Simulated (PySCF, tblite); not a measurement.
**C₆H₁₅NSi: geometry, infrared bands and NMR shifts**

Aim: predict the infrared bands and NMR shifts of C₆H₁₅NSi (`C=CN(C[SiH3])C(C)C`).

Computed with tblite 0.8.0 and PySCF 2.14.0, with density-fitted response routines of our own, on a single molecule in the gas phase. Atoms are numbered from 0 throughout.

**1. Starting geometry**

23 atoms, charge 0, multiplicity 1; geometry from: force field or distance geometry start.

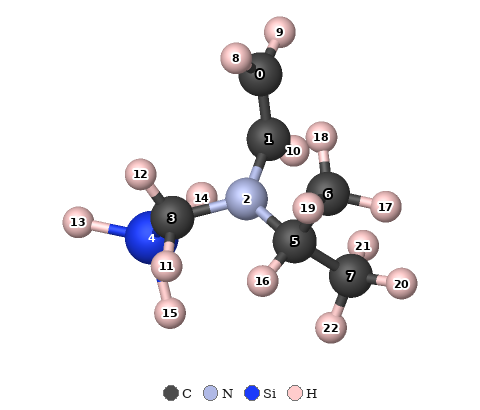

As it starts; carbon dark grey, nitrogen light blue, silicon blue, hydrogen pink, atoms numbered.

**2. Relaxing the molecule with GFN2-xTB**

Job settings and geometry (Å):

```
{"job": {"kind": "relax", "xc": "GFN2-xTB", "basis": "xTB"}, "charge": 0, "multiplicity": 1}
C      0.171600     2.467400     0.040900
C      0.323200     1.273700     0.510700
N      0.170300     0.076000    -0.239900
C      1.230400    -0.326300    -1.144300
Si     2.723000    -0.589800    -0.028500
C     -1.032300    -0.749600    -0.181900
C     -2.203800     0.097000    -0.599600
C     -1.260200    -1.309500     1.201700
H     -0.114300     2.690300    -0.988400
H      0.311500     3.321100     0.717200
H      0.607500     1.134100     1.561000
H      0.905700    -1.291900    -1.632400
H      1.408200     0.447900    -1.892500
H      3.993700    -0.321500    -0.704800
H      2.564500     0.257900     1.185400
H      2.627800    -1.991200     0.457300
H     -0.929200    -1.560300    -0.944800
H     -3.018600    -0.109900     0.146600
H     -1.978700     1.178800    -0.583400
H     -2.587000    -0.255500    -1.581700
H     -2.348800    -1.462900     1.427900
H     -0.834500    -0.668200     2.007200
H     -0.734900    -2.280500     1.276100
```

Command:

```bash
OMP_NUM_THREADS=1 python probes_run.py task.json out
```

One launch serves the whole session: the jobs run in the order shown.

**Question.** This job is followed by: GFN2-xTB harmonic vibrations, gas phase; GIAO PBE0/pcSseg-1 NMR shielding, non-relativistic, gas phase. What will the session give for the following? strongest single infrared mode (GFN2-xTB); zero-point energy (GFN2-xTB); 13C shifts against TMS (PBE0/pcSseg-1, means over atoms taken as alike); 1H shifts against TMS (PBE0/pcSseg-1, means over atoms taken as alike); 15N shifts against NH3 (PBE0/pcSseg-1); 29Si shifts against TMS (PBE0/pcSseg-1).

**Answer**, as computed:

| quantity | value |
| --- | --- |
| strongest single infrared mode (GFN2-xTB) | 790 cm⁻¹, 343 km/mol |
| zero-point energy (GFN2-xTB) | 120.8 kcal/mol |
| 13C shifts against TMS (PBE0/pcSseg-1, means over atoms taken as alike) | 138.3, 82.6, 56.8, 35.4, 25.0 ppm |
| 1H shifts against TMS (PBE0/pcSseg-1, means over atoms taken as alike) | 6.19, 3.92, 3.84, 3.41, 2.96, 2.92, 1.16 ppm |
| 15N shifts against NH3 (PBE0/pcSseg-1) | 93.4 ppm |
| 29Si shifts against TMS (PBE0/pcSseg-1) | -93.4 ppm |

**Reading.** Over 144 steps the energy fell by 1.263 eV; of the close pairs, C1–N2 changed most, 1.422 to 1.368 Å. No mode is imaginary among the 63: a minimum at this level. The strongest single mode, at 790 cm⁻¹, has its largest shares on H15, H13 and H14 (the list is cut at 3 atoms). Unscaled tight-binding wavenumbers are off by several per cent, some by more. Its intensities can rank the bands wrongly. The most deshielded carbon is C1 (alkene carbon bearing nitrogen), at 138.3 ppm: an sp2 carbon further deshielded by the attached heteroatom. The most deshielded hydrogen is H10 (hydrogen on an alkene carbon bearing nitrogen), at 6.19 ppm: olefinic region. At PBE0/pcSseg-1: Shielding is most anisotropic at C1 (span 209 ppm, paramagnetic term -207 ppm).
